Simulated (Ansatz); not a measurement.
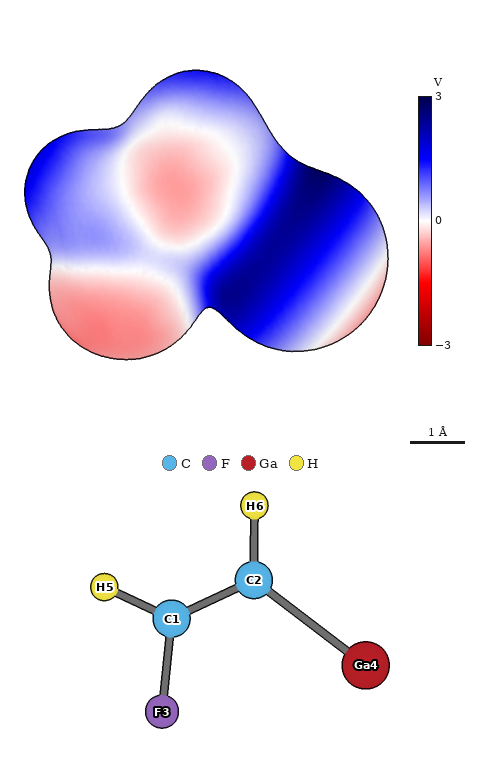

Figure 1: C₂H₂FGa (SMILES F/C=[CH]\[Ga]). The electrostatic potential painted on the density surface at 0.004 e/bohr³, seen across its widest extent; red is negative and blue positive. The bare structure is drawn below in the same view.

Geometry: B3LYP/6-31G*.

All numbers below come from Ansatz, isolated molecule in a Gaussian basis; Kohn-Sham density functional theory, functional PBE0.

| atom | x (Å) | y (Å) | z (Å) |
| --- | --- | --- | --- |
| C | -1.7131 | 1.2790 | 0.6008 |
| C | -1.3780 | 0.0240 | 0.3208 |
| F | -1.2871 | 1.8744 | 1.7563 |
| Ga | -0.2001 | -0.9833 | 1.6845 |
| H | -2.3175 | 1.9851 | 0.0315 |
| H | -1.7658 | -0.3619 | -0.6234 |

Q: Which sites attract a positive test charge, and which a negative one?

A: A positive charge is drawn to the negative regions and a negative charge to the positive ones. The most negative region (about −0.8 V) lies over F3, the most positive (about +2.8 V) over Ga4.

Q: How polar is the molecule by this calculation?

A: Its dipole moment is 1.46 D.
